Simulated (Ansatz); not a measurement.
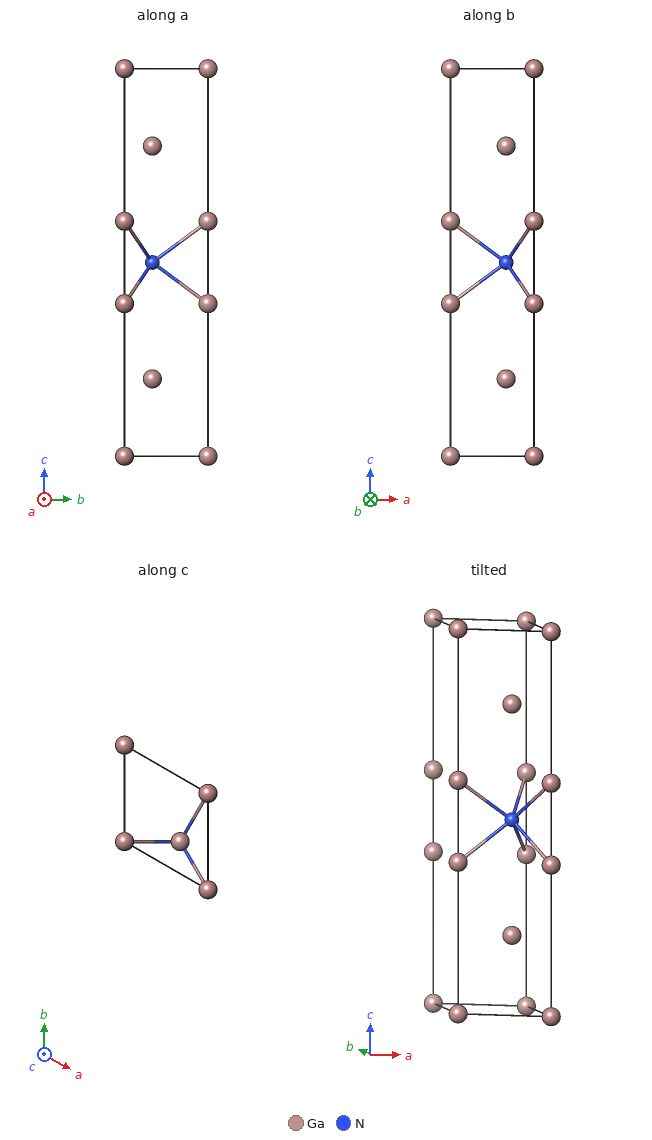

Ball-and-stick representation of a periodic structure, projected along the a axis, along the b axis, along the c axis and slightly off an axis. The lines enclose the conventional unit cell; boundary atoms appear with their images.

Lattice parameters: a = 3.050 Å, b = 3.050 Å, c = 12.262 Å, α = 90.00°, β = 90.00°, γ = 120.00°. Put a along x and b in the xy plane.

### Set out the cell and atoms as a POSCAR file, with free fractional coordinates to two decimals.

```
Ga N
1.0
     3.050    0.000    0.000
    -1.525    2.641    0.000
     0.000    0.000   12.262
Ga N
5 1
Direct
  0.00 0.00 0.39
  0.6667 0.3333 0.20
  0.00 0.00 0.00
  0.6667 0.3333 0.80
  0.00 0.00 0.61
  0.6667 0.3333 0.50
```

The starting point was a structure type filled with these elements by a generator (whether the compound takes this form wasn't checked). The picture shows the end point of a geometry optimisation with DFT PBE, scalar-relativistic, plane waves, PAW (Ansatz 0.2.0).
